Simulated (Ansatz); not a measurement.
# CH₃Ga (triplet): the correlation ladder, cc-pVDZ

How much of the correlation energy of CH₃Ga (triplet) does each wave-function method recover here?

Method: cc-pVDZ, core rule «outside noble gas», up to 15 orbitals frozen; program: Ansatz 0.2.0, Gaussian basis.

To be run: UHF; CCSD(T) on ROHF; CCSD(T) on UHF; BCCD(T) on ROHF; CISD; CCSDT(Q) on ROHF; CCSDT(Q) on UHF; CASSCF and NEVPT2, 10 electrons in 11 orbitals.

27 further runs of the same task are left out: 1 for a known fault of the program, 11 that didn't finish, 15 set aside as unsound or not needed.

**1. The system**

The geometry is a PBE0/def2-TZVP stationary point (not a proven minimum). No spin-orbit coupling is included. The filled d shell of Ga may be among the frozen orbitals whatever the setting's name suggests; the logs give the count.

5 atoms, charge 0, spin multiplicity 3.

Atoms are counted from 1 here; the program's logs count them from 0.

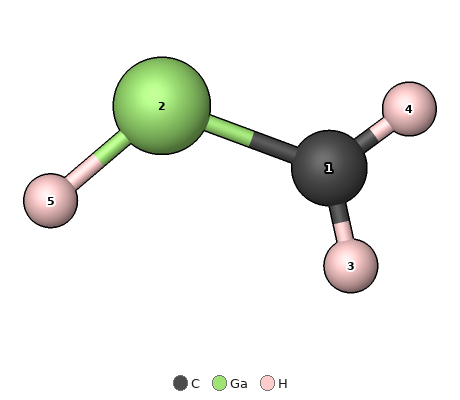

The structure; carbon dark grey, gallium green, hydrogen pink; atoms are numbered from 1 in the order of the file.

**2. UHF**

in.yaml

```yaml
crystal:
  periodic: [false, false, false]
  atoms:
    - {symbol: C, position_ang: [0.000000, 0.082980, 1.625733]}
    - {symbol: Ga, position_ang: [0.000000, -0.036718, -0.326926]}
    - {symbol: H, position_ang: [0.000000, 1.033629, 2.158538]}
    - {symbol: H, position_ang: [0.000000, -0.785147, 2.279606]}
    - {symbol: H, position_ang: [0.000000, 1.302631, -1.195794]}
basis:
  gaussian: {orbitals: cc-pVDZ}
magnetization: {spin_polarized: true, initial_magnetization: 2}
hamiltonian: {xc: hf}
output: {orbitals: {seedname: orbitals}}
```

The run is started by

```sh
> ansatz run in.yaml --threads 1 --pin off --events-out ev --progress --plain --max-ram 2393MiB
```

After this run come: CCSD(T) on ROHF; CCSD(T) on UHF; BCCD(T) on ROHF; CISD; CCSDT(Q) on ROHF; CCSDT(Q) on UHF; CASSCF and NEVPT2, 10 electrons in 11 orbitals.

Q: Predict the results of all the runs planned. Wanted: UCCSDT(Q) below the RHF energy; RMP2 from UCCSDT(Q); UMP2 from UCCSDT(Q); RCCSD from UCCSDT(Q); RCCSD(T) from UCCSDT(Q); UCCSD(T) from UCCSDT(Q); RCCSDT(Q) from UCCSDT(Q); NEVPT2 valence from UCCSDT(Q); T1 diagnostic.

As calculated:

| quantity | value |
| --- | --- |
| UCCSDT(Q) below the RHF energy | -5.6129 eV |
| RMP2 from UCCSDT(Q) | +23.34 kcal/mol |
| UMP2 from UCCSDT(Q) | +23.38 kcal/mol |
| RCCSD from UCCSDT(Q) | +3.89 kcal/mol |
| RCCSD(T) from UCCSDT(Q) | +0.89 kcal/mol |
| UCCSD(T) from UCCSDT(Q) | +0.73 kcal/mol |
| RCCSDT(Q) from UCCSDT(Q) | +0.17 kcal/mol |
| NEVPT2 valence from UCCSDT(Q) | +19.93 kcal/mol |
| levels within 1 kcal/mol (43 meV) | RCCSD(T), UCCSD(T), BCCD(T), RCCSDT, UCCSDT, RCCSDT(Q) |
| T1 diagnostic | 0.019 |
| effectively unpaired electrons | 2.02 |

In words: RCCSD(T) lands +0.89 kcal/mol from the yardstick (0.7 % of the correlation energy). One determinant dominates. These misses are within one basis, not against nature; the frozen cores of restricted and unrestricted runs differ, which can shift their rows.
